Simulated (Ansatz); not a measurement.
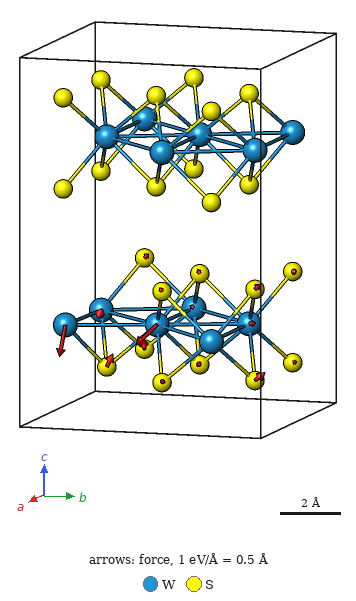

Starting geometry of a defect cell of composition W$_{12}$S$_{23}$ with the computed forces as red arrows. The picture is a ball-and-stick view of the cell of the calculation, seen slightly off an axis.

Case: S vacancy (site f), charge +0, atoms relaxed at the host's cell.

Theory: Ansatz 0.2.0, DFT PBEsol, scalar-relativistic, plane waves, PAW. Set-up: plane-wave cutoff 420 eV; k-point mesh 2 × 2 × 2; occupations gaussian; smearing width 0.01 eV; mesh shifted by (0.5, 0.5, 0.5); no spin polarisation; atoms relaxed in a fixed cell; force threshold 0.025 eV/Å; at most 45 steps.

### Is this structure relaxed? If not, where do the atoms go?

It isn't relaxed: the largest force vector, on a W atom, is 2.30 eV/Å. The final displacements follow the starting forces only in part (cosine between the two patterns 0.70). A W atom moves most: 0.12 Å along [−1 −3 −1]. Largest moves by element: W 0.12 Å, S 0.08 Å. The lattice vectors keep their values. Near-neighbour distances that change, for instance: W–W 3.181 → 3.041 Å, S–W 2.494 → 2.379 Å, W–W 3.114 → 3.220 Å, S–W 2.498 → 2.398 Å. Among the angles between lasting bonds that change: W–S–W 80.6° → 84.1°, W–S–W 82.2° → 85.1°, W–S–W 85.0° → 82.8°. The energy falls by 0.368 eV per cell of the calculation in 3 geometry steps. Largest force component: 2.2 eV/Å at the start, 0.023 eV/Å at the end. The run took 5 min on 4 threads of AMD EPYC (Zen 3) (shared host), peak memory 2.4 GiB.

Limits of the set-up: the periodic images lie only 6.3 Å apart, so the values are limited by the cell's size.
